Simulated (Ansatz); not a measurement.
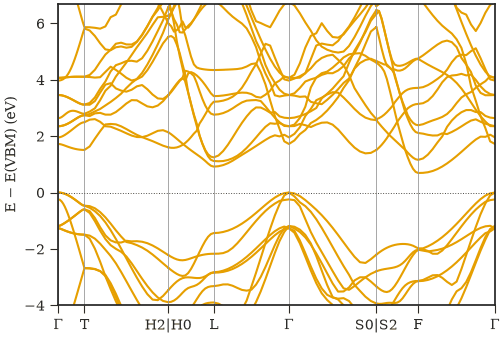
Figure: Band structure from plane-wave PAW r²SCAN (Ansatz code)

Problem. Read off the gap and where the band edges lie.

Solution. About 0.7 eV (0.69 eV by a search for the band edges); maximum at Γ, minimum at F.

Problem. Which of these materials gives this?
(A) SnTeO3, R3c (Sn on 6a, Te on 6a, O on 18b)
(B) InGaAs2, R3m (In on 3a, Ga on 3a, As on 3a, As on 3a)
(C) Al4C3, R-3m (Al on 6c, Al on 6c, C on 6c, C on 3a)
(D) Si, R-3m (Si on 6c, Si on 6c, Si on 6c)

Solution. D, Si, R-3m (Si on 6c, Si on 6c, Si on 6c)

The start of the workflow was typed in or built on a structure type; neither database checked (COD, Materials Project) lists it. It is not the phase usual at ambient conditions (space group No. 227). The cell was relaxed with r²SCAN under the symmetry of its start; its stability against distortions is not shown here.

Potentials: the later of the program's two PAW sets.
